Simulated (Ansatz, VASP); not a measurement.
## Cross-check of Zn3Co between VASP and Ansatz

Wanted: the spread between two codes on one cell, functional and k mesh.

Method: plane waves, with VASP 6.6.1 beside it; single point at LDA, in Ansatz 0.2.0.

## Step 1: Starting point

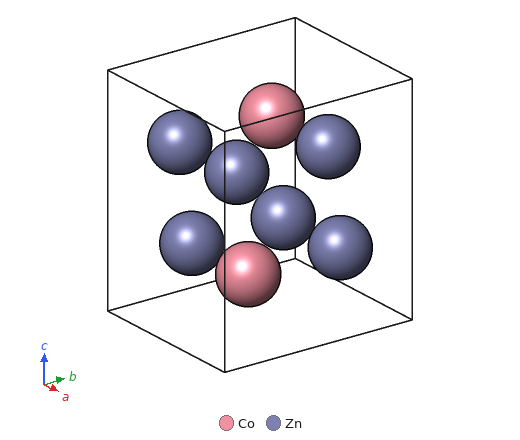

The starting structure, seen slightly off an axis (cobalt pink, zinc blue).

As a file:

```cif
data_structure
_symmetry_space_group_name_H-M 'P6_3/mmc'
_symmetry_Int_Tables_number 194
_cell_length_a 5.2324
_cell_length_b 5.2324
_cell_length_c 4.2000
_cell_angle_alpha 90.000
_cell_angle_beta 90.000
_cell_angle_gamma 120.000
_cell_volume 99.58
loop_
_atom_site_label
_atom_site_type_symbol
_atom_site_symmetry_multiplicity
_atom_site_Wyckoff_symbol
_atom_site_fract_x
_atom_site_fract_y
_atom_site_fract_z
_atom_site_occupancy
Co1 Co 2 d 0.33333 0.66667 0.75000 1
Zn1 Zn 6 h 0.17094 0.34188 0.25000 1
```

## Step 2: VASP: single point, LDA

A single point gives forces, pressure and levels at one fixed geometry, so differences don't come from the geometry; what else differs is listed under the comparison.

Lines of VASP's logs that name or quote its potential files are left out, and so is its time.

The input, INCAR:

```
SYSTEM = Zn3Co
PREC = Normal
ENCUT = 350
EDIFF = 1E-06
NELM = 150
ISMEAR = 1
SIGMA = 0.05
LREAL = .FALSE.
ALGO = Normal
GGA = CA
NBANDS = 54
ISPIN = 2
MAGMOM = 2 2 0 0 0 0 0 0
LASPH = .TRUE.
LMAXMIX = 4
LORBIT = 11
LWAVE = .TRUE.
LCHARG = .TRUE.
KPAR = 2
AMIX = 0.2
BMIX = 1E-04
AMIX_MAG = 0.8
BMIX_MAG = 1E-04
```

The input, POSCAR:

```
Zn3Co
1.0
    5.2323674750      0.0000000000      0.0000000000
   -2.6161837375      4.5313631553      0.0000000000
    0.0000000000      0.0000000000      4.2000468900
Co Co Zn
1 1 6
Direct
    0.3333333333      0.6666666667      0.7500000000
    0.6666666667      0.3333333333      0.2500000000
    0.1709387450      0.3418774900      0.2500000000
    0.1709387450      0.8290612550      0.2500000000
    0.6581225100      0.8290612550      0.2500000000
    0.8290612550      0.6581225100      0.7500000000
    0.8290612550      0.1709387450      0.7500000000
    0.3418774900      0.1709387450      0.7500000000
```

The input, KPOINTS:

```
Automatic mesh
0
Gamma
4 4 4
0 0 0
```

PAW data sets: Co, Co and Zn (LDA family, release 64).

On the command line:

```console
$ mpirun -np 2 vasp_std
```

Numbers of over 12 decimals in the logs are rounded to 6 here.

The log of the run:

```text
[banner, memory and clock lines left out]
running    2 mpi-ranks, on    1 nodes
 distrk:  each k-point on    1 cores,    2 groups
 distr:  one band on    1 cores,    1 groups

 POSCAR found type information on POSCAR CoCoZn
 POSCAR found :  3 types and       8 ions
 LDA part: xc-table for (Slater(with rela. corr.)+CA(PZ))
 , standard interpolation
 POSCAR, INCAR and KPOINTS ok, starting setup
 FFT: planning ... GRIDC
 FFT: planning ... GRID_SOFT
 FFT: planning ... GRID
 WAVECAR not read
 entering main loop
       N       E                     dE             d eps       ncg     rms          rms(c)
DAV:   1     0.595983417457E+03    0.59598E+03   -0.32569E+04  2592   0.206E+03
DAV:   2     0.320267362405E+02   -0.56396E+03   -0.54529E+03  2598   0.442E+02
DAV:   3    -0.289579480637E+02   -0.60985E+02   -0.59730E+02  2706   0.160E+02
DAV:   4    -0.303816360921E+02   -0.14237E+01   -0.14192E+01  2798   0.287E+01
DAV:   5    -0.303982252013E+02   -0.16589E-01   -0.16582E-01  3686   0.249E+00    0.164E+01
DAV:   6    -0.294340057541E+02    0.96422E+00   -0.77373E+00  2818   0.283E+01    0.117E+01
DAV:   7    -0.284867321253E+02    0.94727E+00   -0.27375E+00  3144   0.238E+01    0.962E+00
DAV:   8    -0.282806407023E+02    0.20609E+00   -0.11413E+00  3044   0.103E+01    0.627E+00
DAV:   9    -0.282785949230E+02    0.20458E-02   -0.52140E-01  2756   0.695E+00    0.192E+00
DAV:  10    -0.282808900044E+02   -0.22951E-02   -0.34419E-01  3074   0.410E+00    0.269E+00
DAV:  11    -0.282455828139E+02    0.35307E-01   -0.19061E-01  3122   0.283E+00    0.521E-01
DAV:  12    -0.282472593371E+02   -0.16765E-02   -0.76900E-03  2894   0.486E-01    0.441E-01
DAV:  13    -0.282477935790E+02   -0.53424E-03   -0.10292E-03  3306   0.249E-01    0.231E-01
DAV:  14    -0.282477619050E+02    0.31674E-04   -0.13729E-03  3328   0.302E-01    0.989E-02
DAV:  15    -0.282477012283E+02    0.60677E-04   -0.28613E-04  2710   0.145E-01    0.403E-02
DAV:  16    -0.282476982371E+02    0.29911E-05   -0.22022E-05  2980   0.299E-02    0.261E-02
DAV:  17    -0.282476976625E+02    0.57470E-06   -0.60428E-06  2194   0.247E-02
   1 F= -.28247698E+02 E0= -.28247383E+02  d E =-.943401E-03  mag=     0.0721
 writing wavefunctions
```

OUTCAR, selected parts (step 2):

```text
ion  position               nearest neighbor table
   1  0.333  0.667  0.750-   4 2.56   4 2.56   5 2.56   5 2.56   3 2.56   3 2.56   6 2.62   8 2.62
                             7 2.62   7 2.62   6 2.62   8 2.62
   2  0.667  0.333  0.250-   7 2.56   7 2.56   8 2.56   8 2.56   6 2.56   6 2.56   3 2.62   5 2.62
                             4 2.62   4 2.62   3 2.62   5 2.62
   3  0.171  0.342  0.250-   4 2.55   5 2.55   1 2.56   1 2.56   8 2.61   7 2.61   7 2.61   8 2.61
                             2 2.62   2 2.62   4 2.68   5 2.68
   4  0.171  0.829  0.250-   5 2.55   3 2.55   1 2.56   1 2.56   6 2.61   6 2.61   8 2.61   8 2.61
                             2 2.62   2 2.62   5 2.68   3 2.68
   5  0.658  0.829  0.250-   4 2.55   3 2.55   1 2.56   1 2.56   6 2.61   6 2.61   7 2.61   7 2.61
                             2 2.62   2 2.62   4 2.68   3 2.68
   6  0.829  0.658  0.750-   7 2.55   8 2.55   2 2.56   2 2.56   5 2.61   4 2.61   4 2.61   5 2.61
                             1 2.62   1 2.62   7 2.68   8 2.68
   7  0.829  0.171  0.750-   8 2.55   6 2.55   2 2.56   2 2.56   3 2.61   3 2.61   5 2.61   5 2.61
                             1 2.62   1 2.62   8 2.68   6 2.68
   8  0.342  0.171  0.750-   7 2.55   6 2.55   2 2.56   2 2.56   3 2.61   3 2.61   4 2.61   4 2.61
                             1 2.62   1 2.62   7 2.68   6 2.68

  LATTYP: Found a hexagonal cell.
 ALAT       =     5.2323674750
 C/A-ratio  =     0.8027048769

 Subroutine GETGRP returns: Found 12 space group operations
 (whereof  6 operations were pure point group operations)

The static configuration has the point symmetry C_3v.
 The point group associated with its full space group is D_3h.

 Found     12 irreducible k-points:

   k-points           NKPTS =     12   k-points in BZ     NKDIM =     12   number of bands    NBANDS=     54

   dimension x,y,z NGX =    24 NGY =   24 NGZ =   20
   dimension x,y,z NGXF=    48 NGYF=   48 NGZF=   40

   ENCUT  =  350.0 eV  25.72 Ry    5.07 a.u.   7.98  7.98  6.41*2*pi/ulx,y,z

   NELECT =      90.0000    total number of electrons

 k-points in reciprocal lattice and weights: Automatic mesh
   0.00000000  0.00000000  0.00000000       0.016
   0.25000000  0.00000000  0.00000000       0.094
   0.50000000  0.00000000  0.00000000       0.047
   0.25000000  0.25000000  0.00000000       0.094
   0.00000000  0.00000000  0.25000000       0.031
   0.25000000  0.00000000  0.25000000       0.188
   0.50000000  0.00000000  0.25000000       0.094
   0.25000000  0.25000000  0.25000000       0.188
   0.00000000  0.00000000  0.50000000       0.016
   0.25000000  0.00000000  0.50000000       0.094
   0.50000000  0.00000000  0.50000000       0.047
   0.25000000  0.25000000  0.50000000       0.094

 average (electrostatic) potential at core
       1 -82.5753       2 -82.5752       3 -35.7986       4 -35.7986       5 -35.7986
       6 -35.7985       7 -35.7985       8 -35.7985

 E-fermi :   4.9732

 spin component 1
 k-point     1 :       0.0000    0.0000    0.0000
  band No.  band energies     occupation
    ...
     41       3.9409      1.00000
     42       3.9409      1.00000
     43       4.5035      1.00000
     44       4.5035      1.00000
     45       4.8221      1.00008
     46       5.2043     -0.00000
     47       5.3510     -0.00000
     48       5.3510     -0.00000
     49       6.9424      0.00000
     50      10.4211      0.00000
    ...

 k-point     2 :       0.2500    0.0000    0.0000
  band No.  band energies     occupation
    ...
     41       4.1272      1.00000
     42       4.1438      1.00000
     43       4.2051      1.00000
     44       4.6005      1.00000
     45       4.7141      1.00000
     46       6.0856      0.00000
     47       6.4146      0.00000
     48       6.7806      0.00000
     49       7.7056      0.00000
     50       8.6266      0.00000
    ...

 k-point     3 :       0.5000    0.0000    0.0000
  band No.  band energies     occupation
    ...
     40       3.7939      1.00000
     41       3.7949      1.00000
     42       4.1445      1.00000
     43       4.2281      1.00000
     44       4.7932      1.00000
     45       5.9172     -0.00000
     46       6.5914      0.00000
     47       6.6684      0.00000
     48       8.1116      0.00000
     49       8.5374      0.00000
    ...

 k-point     4 :       0.2500    0.2500    0.0000
  band No.  band energies     occupation
    ...
     39       3.5237      1.00000
     40       3.6576      1.00000
     41       3.9488      1.00000
     42       4.0657      1.00000
     43       4.2592      1.00000
     44       5.4547     -0.00000
     45       5.7084     -0.00000
     46       5.9536     -0.00000
     47       6.6645      0.00000
     48       7.7282      0.00000
    ...

 k-point     5 :       0.0000    0.0000    0.2500
  band No.  band energies     occupation
    ...
     41       3.9439      1.00000
     42       3.9439      1.00000
     43       4.3212      1.00000
     44       4.3212      1.00000
     45       4.5946      1.00000
     46       5.2457     -0.00000
     47       5.2457     -0.00000
     48       5.2772     -0.00000
     49       8.3943      0.00000
     50       8.3944      0.00000
    ...

 k-point     6 :       0.2500    0.0000    0.2500
  band No.  band energies     occupation
    ...
     41       3.9368      1.00000
     42       3.9475      1.00000
     43       4.2842      1.00000
     44       4.3285      1.00000
     45       4.7397      1.00000
     46       5.3885     -0.00000
     47       5.7940     -0.00000
     48       6.0742      0.00000
     49       7.9537      0.00000
     50       8.1212      0.00000
    ...

  Total       -4.3528197     -4.3528197     -5.3032579      0.0000000      0.0000000      0.0000000
  in kB      -70.0325625    -70.0325625    -85.3241729      0.0000000      0.0000000      0.0000000
  external PRESSURE =     -75.1297660 kB  Pullay stress =       0.0000000 kB

  energy-cutoff  :      350.00
  volume of cell :       99.58
      direct lattice vectors                 reciprocal lattice vectors
     5.232367475  0.000000000  0.000000000     0.191118075  0.110342072  0.000000000
    -2.616183738  4.531363155  0.000000000     0.000000000  0.220684144  0.000000000
     0.000000000  0.000000000  4.200046890     0.000000000  0.000000000  0.238092580

 POSITION                                       TOTAL-FORCE (eV/Angst)
 -----------------------------------------------------------------------------------
     -0.00000      3.02091      3.15004         0.000000     -0.000000     -0.000000
      2.61618      1.51045      1.05001         0.000000     -0.000000     -0.000000
      0.00000      1.54917      1.05001         0.000000      0.059267     -0.000000
     -1.27456      3.75678      1.05001         0.051327     -0.029633     -0.000000
      1.27456      3.75678      1.05001        -0.051327     -0.029633     -0.000000
      2.61618      2.98219      3.15004         0.000000     -0.059306      0.000000
      3.89075      0.77459      3.15004        -0.051361      0.029653     -0.000000
      1.34162      0.77459      3.15004         0.051361      0.029653     -0.000000
 -----------------------------------------------------------------------------------
    total drift:                                0.000000     -0.000000     -0.000000

  FREE ENERGIE OF THE ION-ELECTRON SYSTEM (eV)
  ---------------------------------------------------
  free  energy   TOTEN  =       -28.2476976625 eV

  energy  without entropy=      -28.2467542612  energy(sigma->0) =      -28.24738320

 total charge
# of ion       s       p       d       tot
------------------------------------------
    1        0.379   0.375   7.481   8.235
    2        0.379   0.375   7.481   8.235
    3        0.609   0.578   9.734  10.921
    4        0.609   0.578   9.734  10.921
    5        0.609   0.578   9.734  10.921
    6        0.609   0.578   9.734  10.921
    7        0.609   0.578   9.734  10.921
    8        0.609   0.578   9.734  10.921
--------------------------------------------------
tot          4.412   4.220  73.366  81.998

 magnetization (x)
# of ion       s       p       d       tot
------------------------------------------
    1        0.000   0.001   0.036   0.037
    2        0.000   0.001   0.034   0.035
    3       -0.000  -0.000  -0.000  -0.000
    4       -0.000  -0.000  -0.000  -0.000
    5       -0.000  -0.000  -0.000  -0.000
    6       -0.000  -0.000  -0.000  -0.000
    7       -0.000  -0.000  -0.000  -0.000
    8       -0.000  -0.000  -0.000  -0.000
--------------------------------------------------
tot         -0.001   0.001   0.070   0.070

[... 6 further parts left out ...]
```

The run ends at a pressure of -7.51 GPa, with forces up to 0.059 eV/Å.

[end of part 1 of 2]

[Lines on the potential files, build, host, timing and source positions are cut from VASP's logs without a mark.]

[Logs are printed without paths, hosts, clocks, repeated set-up lines and the standing remarks that a program may print on its own settings, such as how far it seeks lower states.]

[Hosts, paths, dates, database ids (printed as entryN), source tags and the programs' standing remarks are cut or masked in the printed files.]
